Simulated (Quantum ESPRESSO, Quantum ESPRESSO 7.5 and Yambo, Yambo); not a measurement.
# A GW chain in Yambo: BTe (GaSe-type monolayer)

How does a plane-wave GW calculation on BTe (GaSe-type monolayer) run from the first input to the gap?

Calculated with Quantum ESPRESSO 7.5 and Yambo 5.3.0; PBE and many-body steps on it, plane waves.

### 1. Set-up

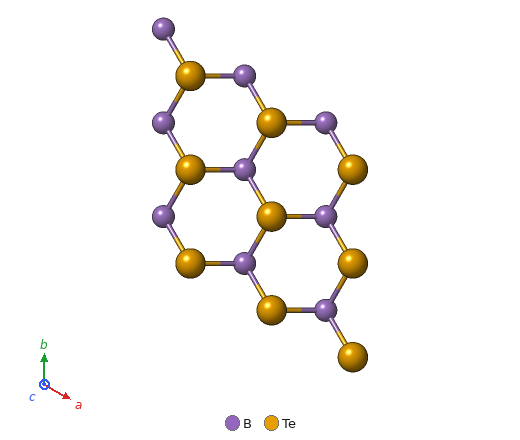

The starting structure, seen from above (boron purple, tellurium orange). 3×3×1 cells are drawn.

The cell holds 4 atoms: 2 B and 2 Te. Its edges and angles: a = 3.570 Å, b = 3.570 Å, c = 16.000 Å, α = 90.0°, β = 90.0°, γ = 120.0°. Vacuum lies along c.

The structure was relaxed with PBE. The runs that relaxed it are not among those shown.

### 2. Ground state

This step: Quantum ESPRESSO 7.5; DFT, PBE with spin-orbit coupling, plane waves, norm-conserving pseudopotentials.

The ground-state density comes first.

pw.in reads:

```
&control
  calculation = 'scf'
  prefix = 'x'
  outdir = 'o'
  pseudo_dir = 'pseudo'
/
&system
  ibrav = 0
  nat = 4
  ntyp = 2
  ecutwfc = 68.0
  nbnd = 50
  force_symmorphic = .true.
  noncolin = .true.
  lspinorb = .true.
/
&electrons
  conv_thr = 1e-10
  electron_maxstep = 80
  mixing_beta = 0.5
/
ATOMIC_SPECIES
  B 10.81 B.upf
  Te 127.6 Te.upf
CELL_PARAMETERS angstrom
  3.5697488949 0.0000000003 0.0000000000
  -1.7848744477 3.0914932280 0.0000000000
  0.0000000000 0.0000000000 16.0000000000
ATOMIC_POSITIONS crystal
  B 0.3333333333 0.6666666667 0.5535056986
  B 0.3333333333 0.6666666667 0.4464943014
  Te 0.6666666667 0.3333333333 0.6195329599
  Te 0.6666666667 0.3333333333 0.3804670401
K_POINTS automatic
  12 12 1 0 0 0
```

Run with:

```sh
$ OMP_NUM_THREADS=1 mpirun -n 4 pw.x -nk 4 -in pw.in > pw.out
```

What it wrote:

```text
Program PWSCF v.7.5 starts

     This program is part of the open-source Quantum ESPRESSO suite
     for quantum simulation of materials; please cite
         "P. Giannozzi et al., J. Phys.:Condens. Matter 21 395502 (2009);
         "P. Giannozzi et al., J. Phys.:Condens. Matter 29 465901 (2017);
         "P. Giannozzi et al., J. Chem. Phys. 152 154105 (2020);
     in publications or presentations arising from this work. More details at
     Message from routine setup:
     using ibrav=0 with symmetry is DISCOURAGED, use correct ibrav instead

     G-vector sticks info

     bravais-lattice index     =            0
     lattice parameter (alat)  =       6.7458  a.u.
     unit-cell volume          =    1191.5782 (a.u.)^3
     number of atoms/cell      =            4
     number of atomic types    =            2
     number of electrons       =        38.00
     number of Kohn-Sham states=           50
     kinetic-energy cutoff     =      68.0000  Ry
     charge density cutoff     =     272.0000  Ry
     scf convergence threshold =      1.0E-10
     mixing beta               =       0.5000
     number of iterations used =            8  plain     mixing
     Exchange-correlation= PBE
                           (   1   4   3   4   0   0   0)
     Non magnetic calculation with spin-orbit

     celldm(1)=   6.745848  celldm(2)=   0.000000  celldm(3)=   0.000000
     celldm(4)=   0.000000  celldm(5)=   0.000000  celldm(6)=   0.000000

     crystal axes: (cart. coord. in units of alat)
               a(1) = (   1.000000   0.000000   0.000000 )
               a(2) = (  -0.500000   0.866025   0.000000 )
               a(3) = (   0.000000   0.000000   4.482108 )

     reciprocal axes: (cart. coord. in units 2 pi/alat)
               b(1) = (  1.000000  0.577350 -0.000000 )
               b(2) = ( -0.000000  1.154701  0.000000 )
               b(3) = (  0.000000 -0.000000  0.223109 )
     Pseudo is Norm-conserving + core correction, Zval =  3.0
     Generated using ONCVPSP code by D. R. Hamann
     Using radial grid of 1534 points,  6 beta functions with:
     Pseudo is Norm-conserving + core correction, Zval = 16.0
     Generated using ONCVPSP code by D. R. Hamann
     Using radial grid of 1324 points, 10 beta functions with:
     B                 3.00    10.81000     B ( 1.00)
     Te               16.00   127.60000     Te( 1.00)

     12 Sym. Ops. (no inversion) found

   Cartesian axes

     site n.     atom                  positions (alat units)
         1        B      tau(   1) = (  -0.0000000   0.5773503   2.4808723  )
         2        B      tau(   2) = (  -0.0000000   0.5773503   2.0012357  )
         3        Te     tau(   3) = (   0.5000000   0.2886751   2.7768136  )
         4        Te     tau(   4) = (   0.5000000   0.2886751   1.7052944  )

     number of k points=    19
                       cart. coord. in units 2pi/alat
        k(    1) = (   0.0000000   0.0000000   0.0000000), wk =   0.0069444
        k(    2) = (  -0.0000000   0.0962250   0.0000000), wk =   0.0416667
        k(    3) = (  -0.0000000   0.1924501   0.0000000), wk =   0.0416667
        k(    4) = (  -0.0000000   0.2886751   0.0000000), wk =   0.0416667
        k(    5) = (  -0.0000000   0.3849002   0.0000000), wk =   0.0416667
        k(    6) = (  -0.0000000   0.4811252   0.0000000), wk =   0.0416667
        k(    7) = (   0.0000000  -0.5773503   0.0000000), wk =   0.0208333
        k(    8) = (   0.0833333   0.1443376   0.0000000), wk =   0.0416667
        k(    9) = (   0.0833333   0.2405626   0.0000000), wk =   0.0833333
        k(   10) = (   0.0833333   0.3367877   0.0000000), wk =   0.0833333
     [... 7 further rows ...]
        k(   18) = (   0.2500000   0.5292377   0.0000000), wk =   0.0833333
        k(   19) = (   0.3333333   0.5773503   0.0000000), wk =   0.0138889

     Dense  grid:    90405 G-vectors     FFT dimensions: (  36,  36, 160)

     Initial potential from superposition of free atoms

     starting charge      37.9991, renormalised to      38.0000
     Starting wfcs are   52 randomized atomic wfcs

     per-process dynamical memory:   203.9 Mb

     Self-consistent Calculation

     iteration #  1     ecut=    68.00 Ry     beta= 0.50

     total energy              =    -430.66436187 Ry
     estimated scf accuracy    <       0.66006037 Ry

     iteration #  2     ecut=    68.00 Ry     beta= 0.50

     total energy              =    -430.75622593 Ry
     estimated scf accuracy    <       1.08415972 Ry

     iteration #  3     ecut=    68.00 Ry     beta= 0.50

     total energy              =    -430.93577138 Ry
     estimated scf accuracy    <       0.01250887 Ry

     iteration #  4     ecut=    68.00 Ry     beta= 0.50

     total energy              =    -430.93818849 Ry
     estimated scf accuracy    <       0.00272204 Ry

     iteration #  5     ecut=    68.00 Ry     beta= 0.50

     total energy              =    -430.93854510 Ry
     estimated scf accuracy    <       0.00020468 Ry

     iteration #  6     ecut=    68.00 Ry     beta= 0.50

     total energy              =    -430.93858346 Ry
     estimated scf accuracy    <       0.00000356 Ry

     iteration #  7     ecut=    68.00 Ry     beta= 0.50

     total energy              =    -430.93858414 Ry
     estimated scf accuracy    <       0.00000088 Ry

     iteration #  8     ecut=    68.00 Ry     beta= 0.50

     total energy              =    -430.93858437 Ry
     estimated scf accuracy    <       0.00000022 Ry

     iteration #  9     ecut=    68.00 Ry     beta= 0.50

     total energy              =    -430.93858441 Ry
     estimated scf accuracy    <          2.7E-09 Ry

     iteration # 10     ecut=    68.00 Ry     beta= 0.50

     total energy              =    -430.93858442 Ry
     estimated scf accuracy    <          3.8E-10 Ry

     iteration # 11     ecut=    68.00 Ry     beta= 0.50

     End of self-consistent calculation

          k = 0.0000 0.0000 0.0000 ( 11305 PWs)   bands (ev):

   -36.1436 -36.1436 -36.1434 -36.1434 -36.0548 -36.0548 -36.0542 -36.0542
   -34.7006 -34.7006 -34.7006 -34.7006 -34.6169 -34.6169 -34.6160 -34.6160
   -34.5872 -34.5872 -34.5854 -34.5854 -12.2234 -12.2234 -11.5086 -11.5086
    -5.4948  -5.4948  -1.8080  -1.8080   0.2888   0.2888   0.5857   0.5857
     0.6732   0.6732   1.5464   1.5464   2.0250   2.0250   4.0971   4.0971
     4.2739   4.2739   4.7335   4.7335   4.8627   4.8627   5.8045   5.8045
     6.1941   6.1941

          k =-0.0000 0.0962 0.0000 ( 11275 PWs)   bands (ev):

   -36.1431 -36.1431 -36.1430 -36.1430 -36.0548 -36.0548 -36.0540 -36.0540
   -34.7000 -34.7000 -34.6999 -34.6999 -34.6170 -34.6170 -34.6161 -34.6161
   -34.5869 -34.5869 -34.5850 -34.5850 -12.1302 -12.1302 -11.4165 -11.4165
    -5.4377  -5.4377  -1.7604  -1.7604  -0.3466  -0.3466   0.2629   0.2629
[...]
6.1364   6.1365

          k =-0.0000 0.1925 0.0000 ( 11267 PWs)   bands (ev):

[...]
-34.6981 -34.6981 -34.6980 -34.6980 -34.6174 -34.6174 -34.6166 -34.6166
   -34.5860 -34.5860 -34.5840 -34.5840 -11.8541 -11.8541 -11.1443 -11.1443
    -5.2981  -5.2981  -1.8086  -1.8086  -1.5824  -1.5824  -0.4690  -0.4690
    -0.1788  -0.1788   0.6908   0.6908   1.1271   1.1271   3.6528   3.6528
     5.0447   5.0447   5.2387   5.2387   5.7395   5.7395   6.2969   6.2969
     6.4399   6.4399

          k =-0.0000 0.2887 0.0000 ( 11259 PWs)   bands (ev):

     [... further k-points ...]

     highest occupied, lowest unoccupied level (ev):     2.0250    3.2667

!    total energy              =    -430.93858442 Ry
     estimated scf accuracy    <          6.6E-11 Ry

     The total energy is the sum of the following terms:
     one-electron contribution =   -1013.16477689 Ry
     hartree contribution      =     510.98690167 Ry
     xc contribution           =    -103.19879045 Ry
     ewald contribution        =     174.43808126 Ry

     convergence has been achieved in  11 iterations

     XML data file, charge density, pseudopotentials, collected wavefunctions

=------------------------------------------------------------------------------=
   JOB DONE.
=------------------------------------------------------------------------------=
```

Run time: 93 s. Hardware: 4 MPI ranks of Arm Neoverse V2, shared host; peak memory 1.4 GiB; 6.2 min of CPU time.

Numbers from this step:

* total energy: -5863.2181 eV
* gap: 1.242 eV
* k of the valence top: 0, 0, 0
* k of the conduction bottom: 0.3333, 0.3333, 0
* least direct gap: 2.072 eV

The gap is indirect, with the least direct gap 0.83 eV higher.

### 3. Bands along the symmetry lines

Levels along a band path, at the cheap level, show where the edges lie and whether the meshes to come will hold them.

pw.in: that of step 2 with these lines changed.

```diff
@@ -1,3 +1,3 @@
 &control
-  calculation = 'scf'
+  calculation = 'bands'
   prefix = 'x'
@@ -17,5 +17,6 @@
 &electrons
-  conv_thr = 1e-10
+  conv_thr = 1e-9
   electron_maxstep = 80
-  mixing_beta = 0.5
+  diago_full_acc = .true.
+  diago_thr_init = 5e-6
 /
@@ -33,3 +34,28 @@
   Te 0.6666666667 0.3333333333 0.3804670401
-K_POINTS automatic
-  12 12 1 0 0 0
+K_POINTS crystal
+  25
+  0.00000000 0.00000000 0.00000000 1
+  0.06250000 0.00000000 0.00000000 1
+  0.12500000 0.00000000 0.00000000 1
+  0.18750000 0.00000000 0.00000000 1
+  0.25000000 0.00000000 0.00000000 1
+  0.31250000 0.00000000 0.00000000 1
+  0.37500000 0.00000000 0.00000000 1
+  0.43750000 0.00000000 0.00000000 1
+  0.50000000 0.00000000 0.00000000 1
+  0.47916667 0.04166667 0.00000000 1
+  0.45833333 0.08333333 0.00000000 1
+  0.43750000 0.12500000 0.00000000 1
+  0.41666666 0.16666666 0.00000000 1
+  0.39583333 0.20833333 0.00000000 1
+  0.37500000 0.25000000 0.00000000 1
+  0.35416666 0.29166666 0.00000000 1
+  0.33333333 0.33333333 0.00000000 1
+  0.29166666 0.29166666 0.00000000 1
+  0.25000000 0.25000000 0.00000000 1
+  0.20833333 0.20833333 0.00000000 1
+  0.16666666 0.16666666 0.00000000 1
+  0.12500000 0.12500000 0.00000000 1
+  0.08333333 0.08333333 0.00000000 1
+  0.04166667 0.04166667 0.00000000 1
+  0.00000000 0.00000000 0.00000000 1
```

What it wrote:

```text
[banner, memory and clock lines left out]
Program PWSCF v.7.5 starts

     Atomic positions and unit cell read from directory:
     o/x.save/

     Message from routine setup:
     using ibrav=0 with symmetry is DISCOURAGED, use correct ibrav instead

     G-vector sticks info

     bravais-lattice index     =            0
     lattice parameter (alat)  =       6.7458  a.u.
     unit-cell volume          =    1191.5782 (a.u.)^3
     number of atoms/cell      =            4
     number of atomic types    =            2
     number of electrons       =        38.00
     number of Kohn-Sham states=           50
     kinetic-energy cutoff     =      68.0000  Ry
     charge density cutoff     =     272.0000  Ry
     Exchange-correlation= PBE
                           (   1   4   3   4   0   0   0)
     Non magnetic calculation with spin-orbit

     celldm(1)=   6.745848  celldm(2)=   0.000000  celldm(3)=   0.000000
     celldm(4)=   0.000000  celldm(5)=   0.000000  celldm(6)=   0.000000

     crystal axes: (cart. coord. in units of alat)
               a(1) = (   1.000000   0.000000   0.000000 )
               a(2) = (  -0.500000   0.866025   0.000000 )
               a(3) = (   0.000000   0.000000   4.482108 )

     reciprocal axes: (cart. coord. in units 2 pi/alat)
               b(1) = (  1.000000  0.577350 -0.000000 )
               b(2) = ( -0.000000  1.154701  0.000000 )
               b(3) = (  0.000000 -0.000000  0.223109 )
     Pseudo is Norm-conserving + core correction, Zval =  3.0
     Generated using ONCVPSP code by D. R. Hamann
     Using radial grid of 1534 points,  6 beta functions with:
     Pseudo is Norm-conserving + core correction, Zval = 16.0
     Generated using ONCVPSP code by D. R. Hamann
     Using radial grid of 1324 points, 10 beta functions with:
     B                 3.00    10.81000     B ( 1.00)
     Te               16.00   127.60000     Te( 1.00)

     12 Sym. Ops. (no inversion) found

   Cartesian axes

     site n.     atom                  positions (alat units)
         1        B      tau(   1) = (  -0.0000000   0.5773503   2.4808723  )
         2        B      tau(   2) = (  -0.0000000   0.5773503   2.0012357  )
         3        Te     tau(   3) = (   0.5000000   0.2886751   2.7768136  )
         4        Te     tau(   4) = (   0.5000000   0.2886751   1.7052944  )

     number of k points=    25
                       cart. coord. in units 2pi/alat
        k(    1) = (   0.0000000   0.0000000   0.0000000), wk =   0.0400000
        k(    2) = (   0.0625000   0.0360844   0.0000000), wk =   0.0400000
        k(    3) = (   0.1250000   0.0721688   0.0000000), wk =   0.0400000
[...]
[... 13 further rows ...]
        k(   24) = (   0.0416667   0.0721688   0.0000000), wk =   0.0400000
        k(   25) = (   0.0000000   0.0000000   0.0000000), wk =   0.0400000

     Dense  grid:    90405 G-vectors     FFT dimensions: (  36,  36, 160)

     The potential is recalculated from file :
     o/x.save/charge-density

     Starting wfcs are   52 randomized atomic wfcs

     Band Structure Calculation

     End of band structure calculation

          k = 0.0000 0.0000 0.0000 ( 11305 PWs)   bands (ev):

   -36.1435 -36.1435 -36.1433 -36.1433 -36.0547 -36.0547 -36.0541 -36.0541
   -34.7005 -34.7005 -34.7005 -34.7005 -34.6168 -34.6168 -34.6159 -34.6159
   -34.5871 -34.5871 -34.5853 -34.5853 -12.2233 -12.2233 -11.5085 -11.5085
[...]
6.1964   6.2025

          k = 0.0625 0.0361 0.0000 ( 11269 PWs)   bands (ev):

[...]
6.1411   6.1411

          k = 0.1250 0.0722 0.0000 ( 11257 PWs)   bands (ev):

[...]
6.2415   6.2415

[...]
k = 0.0417 0.0722 0.0000 ( 11273 PWs)   bands (ev):

[...]
6.0967   6.1746

          k = 0.0000 0.0000 0.0000 ( 11305 PWs)   bands (ev):

[...]
0.6733   0.6733   1.5464   1.5464   2.0251   2.0251   4.0972   4.0972
     4.2739   4.2739   4.7336   4.7336   4.8628   4.8628   5.8046   5.8054
     6.2019   6.2043

     XML data file, pseudopotentials, collected wavefunctions
```

Run time: 43 s. Hardware: 4 MPI ranks; peak memory 0.78 GiB.

This step gave:

| Item | Value |
| --- | --- |
| gap | 1.242 eV |
| k of the valence top | 0, 0, 0 |
| k of the conduction bottom | 0.3333, 0.3333, 0 |
| least direct gap | 2.072 eV |

The gap is 1.242 eV, as in the run before at this level.

Electronic bands along the path, in eV, zero at the top of the highest filled band:

| point | band 35 | band 36 | band 37 | band 38 | band 39 | band 40 | band 41 | band 42 |
| --- | --- | --- | --- | --- | --- | --- | --- | --- |
| Γ | -0.48 | -0.48 | 0.00 | 0.00 | 2.07 | 2.07 | 2.25 | 2.25 |
| M | -2.28 | -2.28 | -1.81 | -1.81 | 1.29 | 1.29 | 1.49 | 1.49 |
| K | -3.35 | -3.32 | -1.42 | -1.41 | 1.24 | 1.38 | 3.34 | 3.53 |
| Γ | -0.48 | -0.48 | 0.00 | 0.00 | 2.07 | 2.07 | 2.25 | 2.25 |

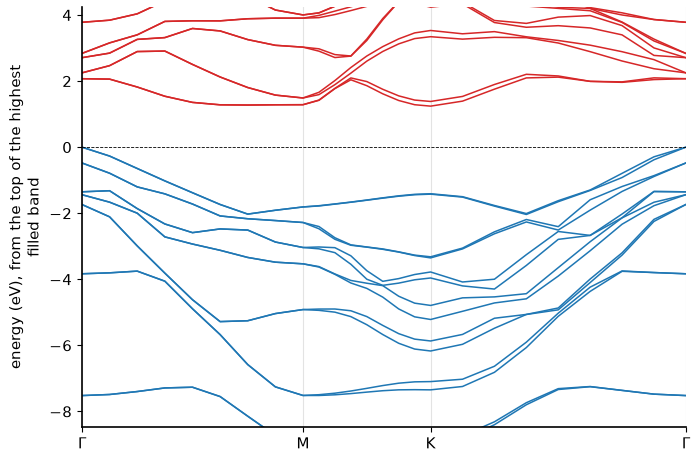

Electronic bands along the path; lines of filled and empty bands in two colours.

(Continued in part 2 of 3.)

[Paths, hosts, dates, memory and timing lines, banners, echoed tables and standing remarks are left out of the program output.]

[Logs are printed without paths, hosts, clocks, repeated set-up lines and the standing remarks that a program may print on its own settings, such as how far it seeks lower states.]

[Runs of the session that timed out or met a known fault of the program may be left out.]

[Hosts, paths, dates, database ids (printed as entryN), source tags and the programs' standing remarks are cut or masked in the printed files.]
